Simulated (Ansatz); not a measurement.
**Run report: C2H2B, single-point calculation**

System: C2H2B, multiplicity 2.
Method: UKS PBE0-D4/def2-TZVPP (Ansatz 0.2.0).

The geometry is a minimum found at another level. The geometry comes from this level: PBE0-D4/def2-TZVP.

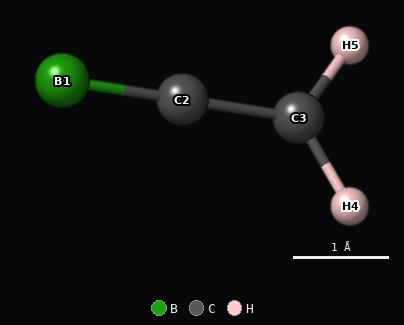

The input geometry (ball-and-stick view, seen at a tilt; atoms are numbered from 1 in the order of the input). Bond lengths as drawn: B–C 1.36 Å, C–C 1.32 Å and C–H 1.09 Å.

Summary

- outcome: converged
- total energy: −2774.7324 eV
- mean-field energy: −2774.6742 eV
- dispersion energy: −0.0582 eV
- ⟨S²⟩: 0.779
- SCF solution under orbital rotations: stable
- HOMO (either spin): −6.36 eV
- LUMO (either spin): −2.99 eV
- hardware: 2 threads of Intel Xeon @ 2.50GHz, 11 GiB of memory available, shared host
- wall time: 3.1 s (CPU time 5.8 s)
- peak memory: 0.19 GiB

Input
```yaml
crystal:
  periodic: [false, false, false]
  atoms:
    - {symbol: B, position_ang: [-2.099241, -0.191383, -0.091307]}
    - {symbol: C, position_ang: [-0.745634, -0.067993, -0.032467]}
    - {symbol: C, position_ang: [0.563667, 0.051373, 0.024561]}
    - {symbol: H, position_ang: [1.220319, -0.811860, 0.137286]}
    - {symbol: H, position_ang: [1.060889, 1.019852, -0.038063]}
basis:
  gaussian: {orbitals: def2-TZVPP}
magnetization: {spin_polarized: true, initial_magnetization: 1}
hamiltonian: {xc: pbe0, dispersion: d4}
output: {orbitals: {seedname: orbitals}}
```

Run as:
```bash
ansatz run in.yaml --threads 2 --pin off --events-out ev --progress --plain --max-ram 4352MiB
```

Output
```
Functional definition: PBE0
  name "PBE0"
  cite "Adamo & Barone, J. Chem. Phys. 110, 6158 (1999) doi:10.1063/1.478522"
  cite "Perdew, Burke & Ernzerhof, Phys. Rev. Lett. 77, 3865 (1996) doi:10.1103/PhysRevLett.77.3865"
  parent pbe
  parameter a = 0.25
  parameter kappa = 0.804
  parameter beta = 0.06672455060314922
  exchange = (1 - a)*pbe_x(kappa = kappa, mu = beta*pi^2/3) + a*exact_x
  correlation = pbe_c(beta = beta)
647 factors; their error is unknown
mean field evaluation 1: about -2767.3367 eV, gradient 3.8e1 eV
mean field evaluation 2: about -2746.7345 eV, gradient 6.8e1 eV
mean field evaluation 4: about -2774.2303 eV, gradient 8.9e0 eV
mean field evaluation 8: about -2774.6711 eV, gradient 1.4e-1 eV
mean field evaluation 16: about -2774.6742 eV, gradient 7.8e-4 eV
mean field evaluation 32: about -2773.7948 eV, gradient 5.6e0 eV
mean field -2774.67420654 eV, -101.9673963487 hartree, gradient 3.5e-5 eV, S^2 0.779111; 4 other end points of the search recorded, 0 dependent functions left out
reference -2774.67423295 eV, -101.9673973190 hartree; 10, 9 occupied and 111, 112 virtual orbitals, 647 factors
Total energy: -2774.73240309 eV, -101.9695350325 hartree
```

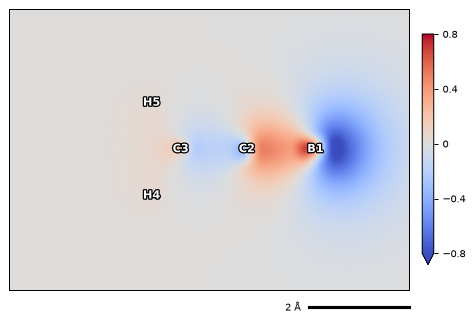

One frontier orbital on the molecular plane (values in Å⁻³ᐟ²; the overall sign is arbitrary). The HOMO−1 (α), at −8.51 eV. By Hirshfeld shares it lies mainly on B1 (90 %) and C2 (10 %); it is symmetric in the molecular plane (σ or in-plane lone-pair type).

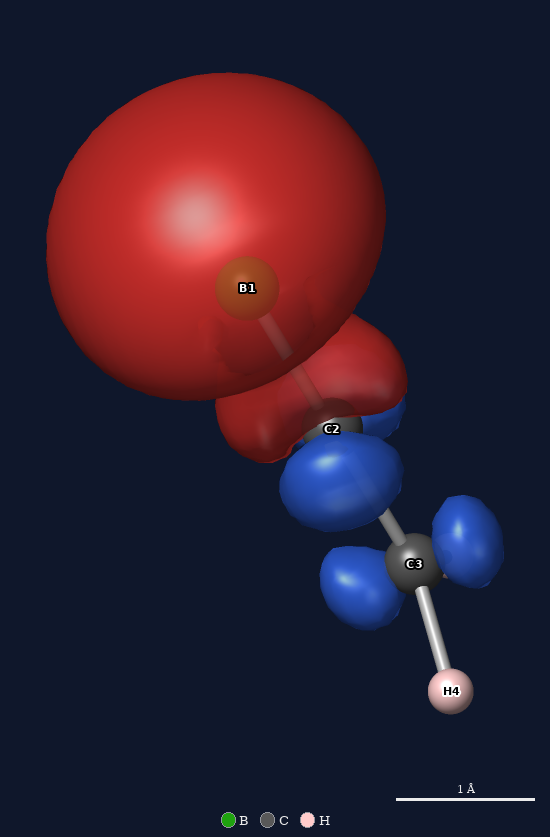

Isosurfaces of the spin density at +0.03 (red) and −0.03 e/Å³ (blue), seen at an oblique angle. The unpaired spin (1 electron) lies mostly on B1 (about 1.1), in electrons by Hirshfeld's partition.

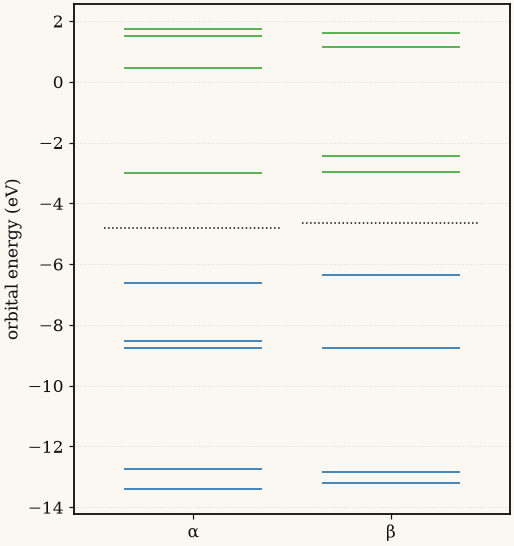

Orbital energies near the frontier for α and β spins; the dotted line parts filled from empty levels, and levels within 0.02 eV of each other stand side by side. α: highest filled −6.61 eV, lowest empty −2.99 eV, 3.62 eV apart; β: highest filled −6.36 eV, lowest empty −2.97 eV, 3.39 eV apart.
